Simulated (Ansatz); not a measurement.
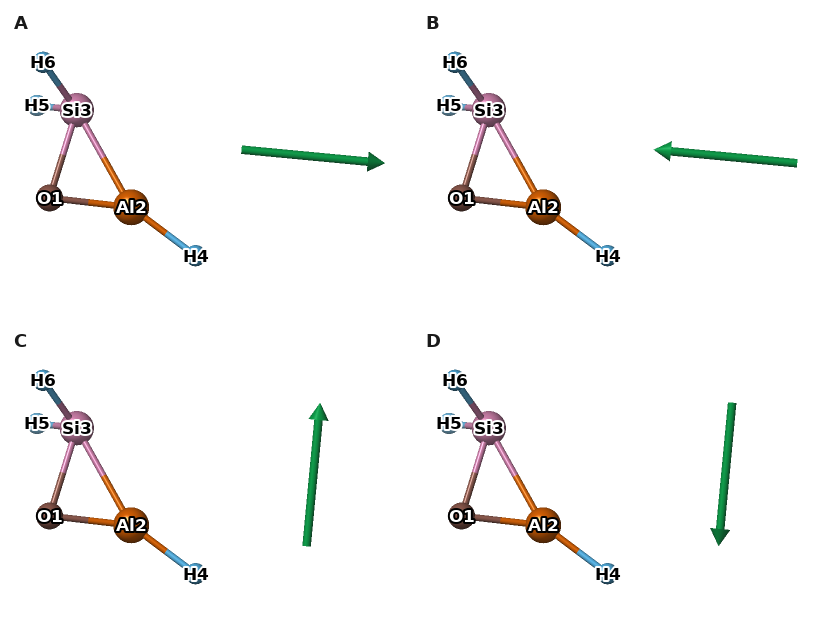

The same molecule four times, each with an arrow. Geometry: atoms displaced at random (about 0.03 Å) from a stationary point of GFN2-xTB. Level of theory: RKS r2SCANh-D4/def2-TZVPP (Ansatz 0.2.0).

Which arrow points along the dipole moment, from the negative to the positive end?

A. The dipole moment is 2.15 D; it points from the side of H5, H6 to the side of H4 (the outermost atoms at the two ends).
